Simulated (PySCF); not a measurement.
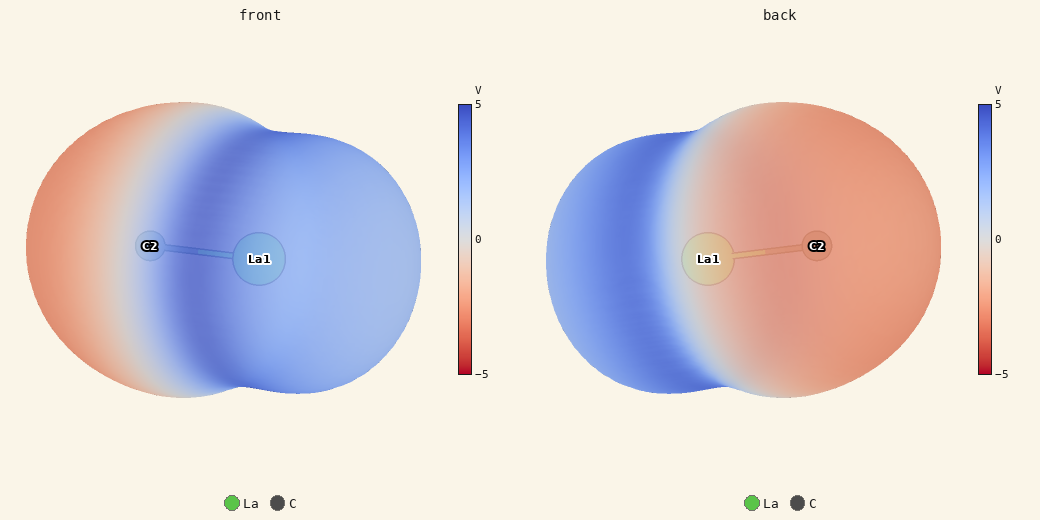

Figure 1: LaC (doublet). The electrostatic potential painted on the density surface at 0.002 e/bohr³, seen from the front and from behind; red is negative and blue positive.

The calculation used PBE0/x2c-SVPall, spin-free X2C-1e, Gaussian nucleus, at a bond length of 1.936 Å (PySCF).

```yaml
atoms:
  - { symbol: La, position_ang: [0.0000, 0.0000, -0.1539] }
  - { symbol: C, position_ang: [0.0000, 0.0000, 1.7821] }
```

Describe the electrostatic potential map.

The most negative region (about −2.5 V) lies over C2, the most positive (about +4.0 V) over La1.
